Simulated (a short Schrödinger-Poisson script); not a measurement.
Structure: MOS inversion layer, SiO2 on p-type Si(100), at 400 K.

```
layer  material  thickness (nm)  Na (cm⁻³)
-----  --------  --------------  ---------
1          SiO2             1.6          -
2            Si             230     3.4e18
```

Constants are typed, rounded textbook-type inputs, not results; the design itself was drawn at random and stands for no fabricated device. SiO2: permittivity 3.9, conduction-band edge (eV) 3.15, gap (eV) 9, electron mass (mₑ) 0.5. Si: permittivity 11.7, conduction-band edge (eV) 0, gap (eV) 1.124, Nv at 300 K (cm⁻³) 3.1e19.

Channel valleys (confinement mass, in-plane density-of-states mass, number): Δ2 0.916, 0.19, 2; Δ4 0.19, 0.417, 4. At the gate the conduction-band edge of layer 1 lies 3.44 eV − eVg above the Fermi level of the channel; the field vanishes at the back. Gaps are held at their typed values at every temperature. Mesh 0.03 nm at interfaces.

From a short Schrödinger-Poisson script (our own, NumPy): 1D Poisson equation in equilibrium, electrons quantum, Hartree (BenDaniel-Duke, 12 states a valley, the channel's in-plane mass for all, wave functions ending at the dielectric), parabolic valleys, classical holes, full ionisation, no traps, pinning or gate leakage.

Only gate voltages with over 1e8 electrons/cm² are shown.

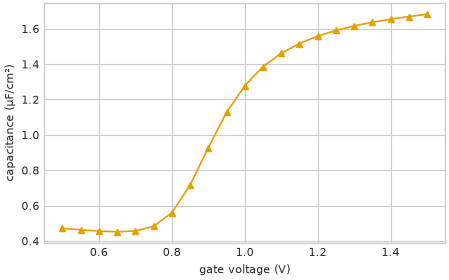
Figure. Quasi-static capacitance against gate voltage

```csv
Vg (V),electrons (cm⁻²),C (μF/cm²),Δ2 E0 (meV),Δ2 E1 (meV),Δ4 E0 (meV),Δ4 E1 (meV)
0.5,1.07e8,0.472,381.8,493.8,485.1,661.1
0.6,8.69e8,0.456,308.8,425.1,416.1,600.0
0.7,7.22e9,0.457,235.0,355.5,346.1,537.5
0.8,5.69e10,0.560,163.2,287.5,277.9,476.0
0.9,3.08e11,0.927,103.8,231.7,222.0,425.5
1,8.87e11,1.28,65.5,196.8,187.1,394.3
1.1,1.68e12,1.46,41.0,175.6,166.1,375.8
1.2,2.58e12,1.56,23.5,161.1,151.9,363.5
1.3,3.55e12,1.62,9.7,150.3,141.4,354.7
1.4,4.55e12,1.65,-2.0,141.7,133.0,347.7
1.5,5.57e12,1.68,-12.1,134.4,126.0,342.1
```

Subbands count from the Fermi level.
